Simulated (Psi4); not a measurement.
# HNO2 (SMILES O=NO): HF/CBS (density fitting, extrapolation scf/cc-pv[dtq]z)

What is the vertical electron affinity of HNO2 at HF/CBS (density fitting, extrapolation scf/cc-pv[dtq]z)? 

Program for the calculation: Psi4 1.11.

7 further runs of the same task are left out: 2 that didn't finish, 5 set aside as unsound or not needed.

**1. Starting point**

The species is HNO2 (4 atoms), meant as a singlet with charge 0. As SMILES, `O=NO`. The coordinates come from a GFN2-xTB relaxation.

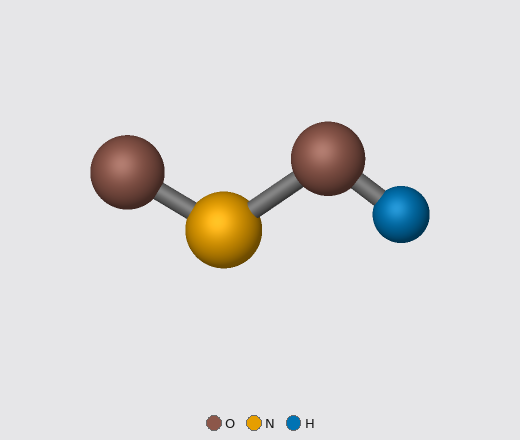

The structure, seen from a chosen angle (oxygen brown, nitrogen amber, hydrogen blue).

**2. The energy at HF/CBS (density fitting, extrapolation scf/cc-pv[dtq]z)**

File calc.in:

```
memory 1600 MB

molecule {
  0 1
  O      0.80256669     0.08634159     2.78037294
  N      0.60340845    -0.77747112     0.73185313
  O     -0.67514245     0.78595599    -0.95499199
  H     -0.73081378    -0.09482646    -2.55723408
  units bohr
}

set globals {
  scf_type disk_df
  freeze_core true
}

energy("scf/cc-pv[dtq]z")
```

Launch:

```bash
$ psi4 -n 1 calc.in calc.out
```

calc.out:

```text
[...]
  Running in c1 symmetry.
[...]
  Nuclear repulsion =   69.815417200840841
[...]
  Multiplicity = 1
[...]
  Nalpha       = 12
  Nbeta        = 12
[...]
    Number of basis functions: 195
[...]
   @DF-RHF iter   1:  -204.64389301942782   -7.30448e-01   2.52404e-03 ADIIS/DIIS
[...]
   @DF-RHF iter  10:  -204.65566385054385   -1.65853e-08   6.25195e-07 DIIS
[...]
    Orbital Energies [Eh]
    ---------------------
    Doubly Occupied:
       1A    -20.652780     2A    -20.638110     3A    -15.786439
       4A     -1.597023     5A     -1.408483     6A     -0.946959
       7A     -0.783441     8A     -0.722630     9A     -0.676939
      10A     -0.612705    11A     -0.518813    12A     -0.448341
[...]
  @DF-RHF Final Energy:  -204.65566385054385
   => Energetics <=
    Nuclear Repulsion Energy =             69.8154172008408409
    One-Electron Energy =                -419.3568492413465947
    Two-Electron Energy =                 144.8857681899619081
    Total Energy =                       -204.6556638505438457
[...]
 Multipole Moments:
 ------------------------------------------------------------------------------------
     Multipole            Electronic (a.u.)      Nuclear  (a.u.)        Total (a.u.)
 ------------------------------------------------------------------------------------
 L = 1.  Multiply by 2.5417464519 to convert [e a0] to [Debye]
 Dipole X            :          0.3766969           -0.4668098           -0.0901129
 Dipole Y            :         -0.3090536           -0.0751991           -0.3842527
 Dipole Z            :          0.7412885           -1.6570138           -0.9157253
 Magnitude           :                                                    0.9971576
[...]
```

Wall time 6 s (1 thread of Intel Xeon Platinum 8488C (Sapphire Rapids), shared host); peak memory 0.3 GiB.

**3. The doublet anion at the same level**

File hno2.py:

```python
import psi4

psi4.set_memory(1600000000)
psi4.set_num_threads(1)
psi4.core.set_output_file('psi4.out', False)

molecule = psi4.geometry("""
-1 2
O      0.424700     0.045690     1.471310
N      0.319310    -0.411420     0.387280
O     -0.357270     0.415910    -0.505360
H     -0.386730    -0.050180    -1.353230
""")

psi4.set_options({
    'reference': 'uhf',
    'scf_type': 'disk_df',
    'freeze_core': True,
})

E, wfn = psi4.energy('scf/cc-pv[dtq]z', molecule=molecule, return_wfn=True)
print('E =', round(E, 9))
```

Launch:

```bash
$ python hno2.py
```

psi4.out:

```text
[...]
  Running in c1 symmetry.
[...]
  Nuclear repulsion =   69.815417064955625
[...]
  Multiplicity = 2
[...]
  Nalpha       = 13
  Nbeta        = 12
[...]
    Number of basis functions: 195
[...]
   @DF-UHF iter   1:  -204.58610527641341   -6.72660e-01   2.69429e-03 DIIS/ADIIS
[...]
   @DF-UHF iter  11:  -204.60943717709634   -5.15246e-08   7.62712e-07 DIIS
[...]
   @S^2 Observed:                7.627042594E-01
[...]
    Orbital Energies [Eh]
    ---------------------
    Alpha Occupied:
       1A    -20.305160     2A    -20.233626     3A    -15.344414
       4A     -1.231737     5A     -1.073601     6A     -0.625899
       7A     -0.437716     8A     -0.415446     9A     -0.370706
      10A     -0.261858    11A     -0.251812    12A     -0.092186
      13A     -0.016133
    Alpha Virtual:
      14A      0.402944    15A      0.697840    16A      0.842453
      17A      1.058992    18A      1.222529    19A      1.245307
      20A      1.299885    21A      1.372880    22A      1.455255
      23A      1.483119    24A      1.515860    25A      1.533415
[...]
  @DF-UHF Final Energy:  -204.60943717709634
   => Energetics <=
    Nuclear Repulsion Energy =             69.8154170649556249
    One-Electron Energy =                -428.0114591865709599
    Two-Electron Energy =                 153.5866049445189958
    Total Energy =                       -204.6094371770963392
  UHF NO Occupations:
  HONO-2 :   11  A 1.9978675
  HONO-1 :   12  A 1.9966290
[...]
 Multipole Moments:
 ------------------------------------------------------------------------------------
     Multipole            Electronic (a.u.)      Nuclear  (a.u.)        Total (a.u.)
 ------------------------------------------------------------------------------------
 L = 1.  Multiply by 2.5417464519 to convert [e a0] to [Debye]
 Dipole X            :          0.2226934           -0.4668098           -0.2441164
 Dipole Y            :         -0.0470916           -0.0751991           -0.1222907
 Dipole Z            :          0.6567705           -1.6570138           -1.0002434
 Magnitude           :                                                    1.0368388
[...]
```

Standard output:

```text
E = -204.718574315
```

It took 7.8 s on 1 thread of Intel Xeon Platinum 8488C (Sapphire Rapids), shared host; peak memory 0.3 GiB.

**4. Outcome**

Level: HF/CBS (density fitting, extrapolation scf/cc-pv[dtq]z).

| quantity | value |
| --- | --- |
| singlet HNO2: total energy | -204.74235 Eh |
| doublet anion: total energy | -204.71857 Eh |
| doublet anion: ⟨S²⟩ of the reference determinant | 0.763 |
| vertical electron affinity (to the doublet anion) | -0.647 eV |

The anion lies 0.65 eV (62.4 kJ/mol) above the neutral: the electron isn't bound at this level, and such a value depends on the basis. Without diffuse functions anions come out too high.
